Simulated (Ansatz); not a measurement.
ZrH2OCl3F: several calculations on one system

**1. Relaxation**

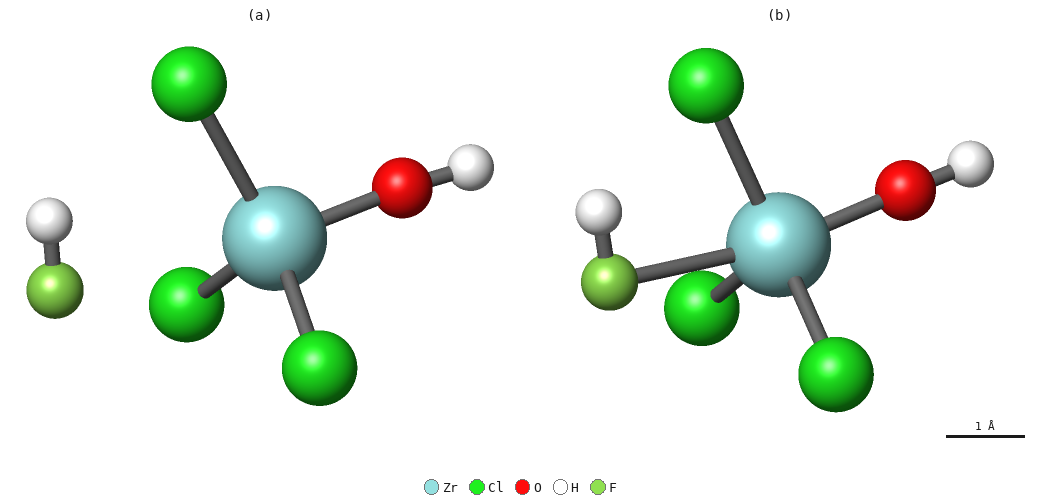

The structure of ZrH2OCl3F before (left) and after (right) a relaxation, at one scale.

A ball-and-stick model, seen at a tilt.

The run prepares an end point of a later path (reaction) calculation, from a guessed geometry.

All numbers below come from RKS B3LYP-D4/def2-SVP (Ansatz).

Input file:
```yaml
crystal:
  periodic: [false, false, false]
  atoms:
    - { symbol: Zr, position_ang: [0.083474, -0.131651, -0.055315] }
    - { symbol: Cl, position_ang: [0.197331, -0.103021, 2.42783] }
    - { symbol: O, position_ang: [1.868881, -0.306295, -0.612403] }
    - { symbol: H, position_ang: [2.755357, -0.46295, -0.951047] }
    - { symbol: Cl, position_ang: [-0.679007, 1.882413, -0.996691] }
    - { symbol: Cl, position_ang: [-1.012447, -2.016645, -0.930496] }
    - { symbol: F, position_ang: [-2.763024, 0.108816, 1.31789] }
    - { symbol: H, position_ang: [-2.346964, 0.077233, 2.146932] }
basis:
  gaussian: { orbitals: def2-SVP }
hamiltonian:
  xc: b3lyp
  dispersion: d4
relax:
  f_tol: 0.03
  max_steps: 50
```

Launched with:
```bash
ansatz run input.yaml --threads 4 --pin off --max-ram 5120MiB --backend cpu --events-out ev --progress --plain --runs-dir out
```

Question: Summarise the run.

Answer: The energy falls by 7.01 kcal/mol in 7 accepted moves (8 points after the start). Largest force component: 1.2 eV/Å at the start, 0.026 eV/Å at the end. The line search rejected the trial step at point 7 of the run. The atom that moves furthest after the best rigid fit is F7 (0.50 Å). Largest moves by element: F 0.50 Å, H 0.44 Å, O 0.25 Å, Zr 0.25 Å, Cl 0.11 Å. Among the contacts that change: Zr1–F7 3.170 → 2.423 Å, Zr1–H8 3.286 → 2.658 Å, Zr1–Cl2 2.486 → 2.442 Å, F7–H8 0.928 → 0.952 Å. New bonds form, among them: Zr1–F7 (3.17 → 2.42 Å). Among the angles between lasting bonds that change: Cl2–Zr1–O3 104.7° → 98.7°, Zr1–O3–H4 174.6° → 178.8°, Cl2–Zr1–Cl6 113.7° → 117.5°.

Limits of the set-up: the start holds two separate molecules, 2.6 Å apart at their closest, whose relative position is a soft coordinate.

**2. Relaxation**

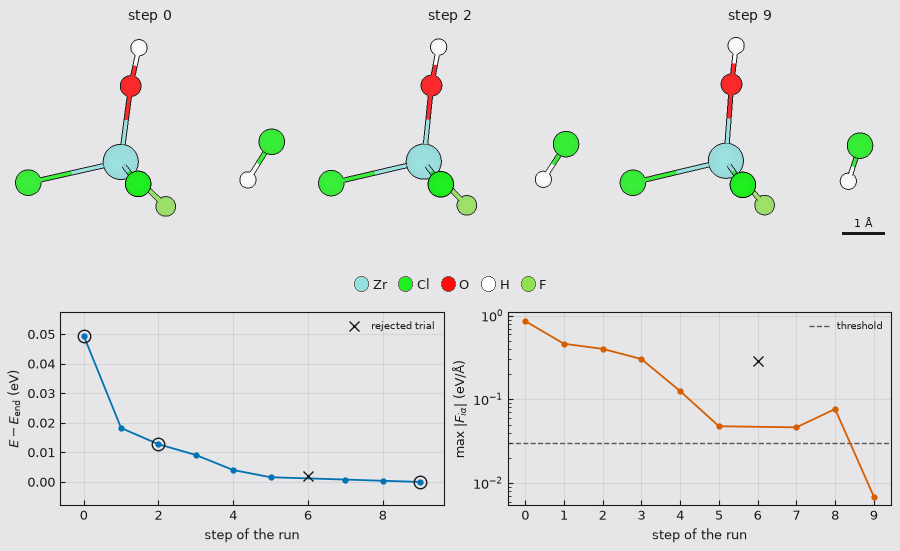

Frames of a relaxation of ZrH2OCl3F, marked on the history of the run. The picture is a ball-and-stick view, seen face on.

The run prepares an end point of a later path (reaction) calculation, from a guessed geometry.

Computed with RKS B3LYP-D4/def2-SVP in Ansatz 0.2.0.

The input:
```yaml
crystal:
  periodic: [false, false, false]
  atoms:
    - { symbol: Zr, position_ang: [-0.586274, -0.274217, -0.538119] }
    - { symbol: Cl, position_ang: [0.095037, 0.97293, 2.898091] }
    - { symbol: O, position_ang: [1.230347, -0.678452, -0.209683] }
    - { symbol: H, position_ang: [2.159846, -0.793886, 0.003179] }
    - { symbol: Cl, position_ang: [-0.860517, 2.00487, -1.072124] }
    - { symbol: Cl, position_ang: [-1.269878, -1.551279, -2.396248] }
    - { symbol: F, position_ang: [-1.72393, -0.787582, 0.96809] }
    - { symbol: H, position_ang: [-0.941032, 0.155517, 2.693515] }
basis:
  gaussian: { orbitals: def2-SVP }
hamiltonian:
  xc: b3lyp
  dispersion: d4
relax:
  f_tol: 0.03
  max_steps: 50
```

Launched with:
```bash
ansatz run input.yaml --threads 4 --pin off --max-ram 5120MiB --backend cpu --events-out ev --progress --plain --runs-dir out
```

Question: Describe the path.

Answer: Over 8 accepted moves (9 points after the start) the energy falls by 0.049 eV. The largest force component goes from 0.86 to 0.0069 eV/Å. The line search rejected the trial step at point 6 of the run. Cl2 moves most after the best rigid fit: 0.34 Å. By element the largest moves are Cl 0.34 Å, Zr 0.13 Å, F 0.11 Å, H 0.11 Å, O 0.06 Å. Near-neighbour distances that change, for instance: Zr1–Cl2 3.718 → 3.291 Å, Zr1–H8 3.279 → 3.171 Å, Cl2–H8 1.335 → 1.296 Å, Zr1–F7 1.956 → 1.928 Å. Bond angles that change, for instance: Cl6–Zr1–F7 107.2° → 103.7°, Cl5–Zr1–F7 111.1° → 114.2°, Zr1–O3–H4 174.0° → 176.9°. From step 0 to 2: Cl2 moves most (0.17 Å), energy −0.037 eV. From step 2 to 9: Cl2 moves most (0.18 Å), energy −0.013 eV.

**3. Path**

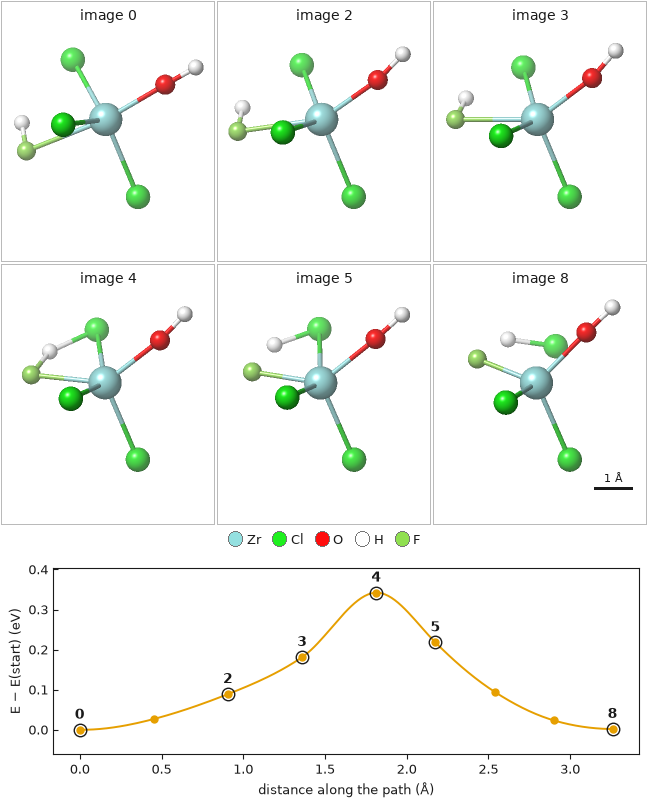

A search for the minimum-energy path of ZrH₂OCl₃F by the nudged elastic band. Images are numbered from 0 (start) to 8 (end). A ball-and-stick model, seen from a free direction.

Theory: Ansatz, RKS B3LYP-D4/def2-SVP. Settings: 7 movable images; climbing image; force threshold 0.05 eV/Å; iteration limit 60; starting path through a guess of the saddle point.

What happens along the path, and what is the barrier?

Answer. The two ends have nearly the same energy, and the highest point, image 4, lies 0.34 eV above the start. Breaking: F–H (0.95 → 2.15 Å), Cl–Zr (2.44 → 3.29 Å). Forming: Cl–H (2.15 → 1.30 Å). The band converged in 14 iterations, with a climbing image at the top.
